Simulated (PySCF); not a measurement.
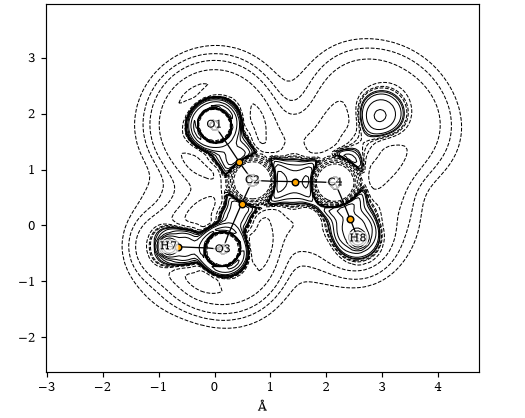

Figure 1: C4H6O2, SMILES `O=C(O)C1CC1`. Negative Laplacian of the density (−∇²ρ) in the plane of O1, C2, O3, C4, H7 and H8 (solid lines positive, dashed lines negative, contours at ±0.02 to ±8 a.u.), with bond paths and bond critical points (dots).

Computed with PySCF, LDA (SVWN)/def2-SVP, geometry: GFN2-xTB. No frequency check shows the geometry to be a minimum.

Input

```python
import numpy as np
from pyscf import gto, scf, dft
from pyscf.scf import atom_ks, atom_hf
from scipy.linalg import block_diag

def solve(mol, dm0=None, hcore=None):
    mf = (dft.UKS if mol.spin else dft.RKS)(mol, xc='svwn')
    mf.grids.level = 3
    mf = mf.density_fit(auxbasis='def2-universal-jkfit')
    mf.conv_tol, mf.max_cycle = 1e-8, 80
    if hcore is not None:
        mf.get_hcore = lambda *args: hcore
    mf.kernel(dm0)
    if not mf.converged:
        mf = mf.newton().run(mf.mo_coeff, mf.mo_occ, max_cycle=30)
    assert mf.converged, 'SCF not converged'
    return mf

mol = gto.M(atom='''
O     -0.98090    -1.27918    -0.00033
C     -0.81922    -0.08624     0.00000
O     -1.84830     0.77870     0.00014
C      0.48211     0.61308     0.00048
C      1.62619    -0.03695     0.74207
C      1.62609    -0.03573    -0.74235
H     -2.68926     0.29514    -0.00011
H      0.39986     1.69076     0.00141
H      1.40856    -0.96708     1.24430
H      2.30758     0.61152     1.27055
H      1.40838    -0.96505    -1.24606
H      2.30740     0.61360    -1.26986
''', basis='def2-svp', charge=0, spin=0, verbose=4)
mf = solve(mol)
mf.analyze()
# spherically averaged free atoms, for the promolecule
atm = atom_ks.get_atm_nrks(mol, xc='svwn')
pro = block_diag(*[(atm[a[0]][2] * atm[a[0]][3]) @ atm[a[0]][2].T for a in mol._atom])
np.savez('result.npz', e=mf.e_tot, c=mf.mo_coeff, occ=mf.mo_occ, eps=mf.mo_energy, pro=pro, dip=mf.dip_moment(verbose=0), s2=mf.spin_square()[0])
```

Command:

```sh
OMP_NUM_THREADS=1 python input.py
```

The run took 14 s on 1 thread of Arm Neoverse V1 (shared host), peak memory 0.25 GiB.

Partitions, critical points and surface values were worked out afterwards from this run's density.

Question: At which bond critical points in this plane is charge locally concentrated, and at which depleted?

Answer: Concentrated (∇²ρ < 0): O3–H7 (−2.32 a.u.); C2–O3 (−0.39 a.u.); C4–H8 (−1.05 a.u.); C2–C4 (−0.62 a.u.). Depleted (∇²ρ > 0): O1–C2 (+0.28 a.u., H = −0.739). A positive Laplacian with clearly negative H marks a strongly polar covalent bond, whose critical point lies close to the core of the less electronegative atom.

Question: Where along O3–H7 does the critical point lie?

Answer: 0.80 Å from O3 and 0.17 Å from H7.
